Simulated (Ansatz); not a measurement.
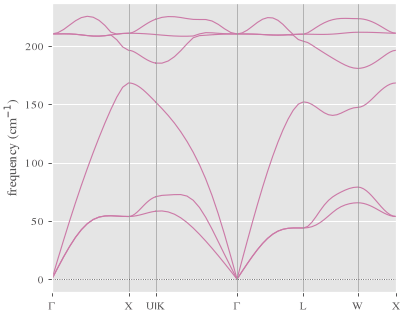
Figure. Phonon dispersion of InAs (zinc blende, F-43m), DFT-r²SCAN in the program Ansatz with PAW potentials; imaginary frequencies are drawn negative

### Question
Is this phase dynamically stable?

### Answer
Yes, on this path no branch is imaginary.

### Question
How high does the spectrum reach?

### Answer
About 230 cm⁻¹ (6.8 THz).

The cell was relaxed with r²SCAN under the symmetry of its start.

Potentials: the earlier of the program's two PAW sets.
